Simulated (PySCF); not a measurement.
## Electronic structure of C₈H₁₆Cl₂N₂Sn (SnCl2(pyrrolidide)2) in real space

```xyz
29

Sn    0.7715   -0.2035    0.7611
Cl    1.1689   -0.4018    3.0760
Cl    2.7976   -0.5760   -0.3826
N     0.2239    1.6265    0.1643
C     1.1727    2.7238    0.0734
C     0.3513    3.8379   -0.5963
C    -1.1226    3.4628   -0.3255
C    -1.0464    2.2109    0.5581
H     2.0615    2.4275   -0.5033
H     1.5195    3.0616    1.0721
H     0.5513    3.8670   -1.6767
H     0.6166    4.8245   -0.1893
H    -1.6865    4.2712    0.1622
H    -1.6352    3.2231   -1.2681
H    -1.0630    2.5010    1.6296
H    -1.8748    1.5054    0.3898
N    -0.6302   -1.5885    0.3149
C    -0.6650   -2.0114   -1.0838
C     0.2354   -3.2585   -1.1790
C     0.3139   -3.7832    0.2706
C    -0.6004   -2.8381    1.0662
H    -0.3657   -1.1997   -1.7656
H    -1.7098   -2.2707   -1.3384
H     1.2341   -2.9813   -1.5467
H    -0.1768   -4.0028   -1.8759
H     0.0018   -4.8338    0.3627
H     1.3457   -3.7184    0.6503
H    -1.6306   -3.2403    1.1045
H    -0.2780   -2.6773    2.1056
```

Geometry: PBE0-D3(BJ)/def2-SVP; core potentials replace the inner electrons of Sn.

Computed with PySCF 2.14.0, CAM-B3LYP/def2-SVPD, SCF density, gas phase, scalar-relativistic core potentials on the heavy atoms.

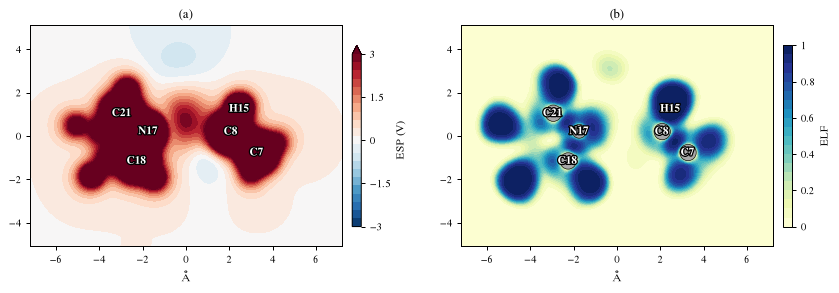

Figure 1. (a) electrostatic potential; (b) electron localisation function on the plane of atoms C7, C8 and H15. Grey discs cover the atomic cores in the ELF map.

What do the fields say about this system?

Answer.
- The section cuts through C, H and N sites.
- C–N (1.46 Å): the ELF peaks at about 0.95 between the atoms; a covalent bond.
- C–C (1.53 Å): the ELF peaks at about 0.95 between the atoms; a shared electron pair.
- C–H (1.11 Å): the ELF climbs to about 1 towards the hydrogen, as it does in any bond to H; an ordinary covalent bond to hydrogen.
- Outside the dense part of the molecule the potential is most negative (−0.5 V) near Cl2, which lies off the plane.

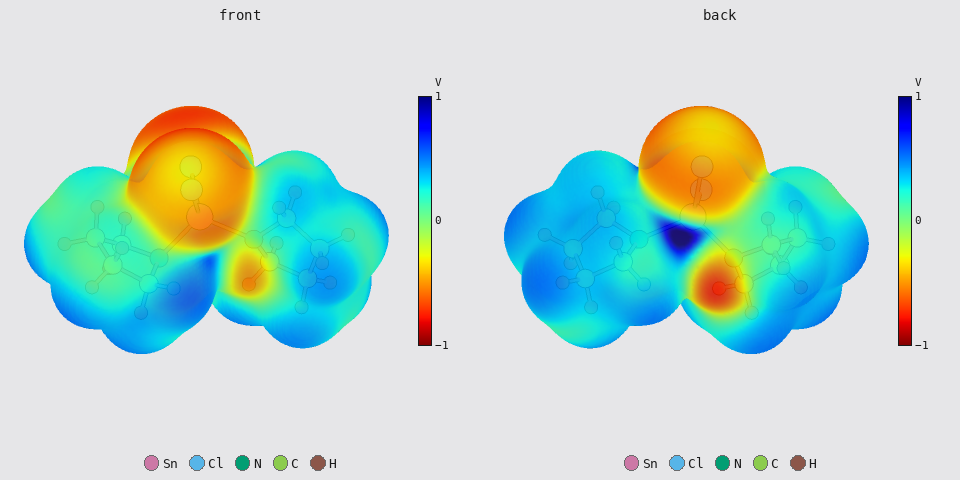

Figure 2. The molecular electrostatic potential painted on the density surface at 0.001 e/bohr³, seen from the front and from behind; red is negative and blue positive.

Where is the surface potential most negative and most positive?

Answer. The most negative region (about −0.7 V) lies over Cl2, Cl3 and N17, the most positive (about +0.9 V) over Sn1.
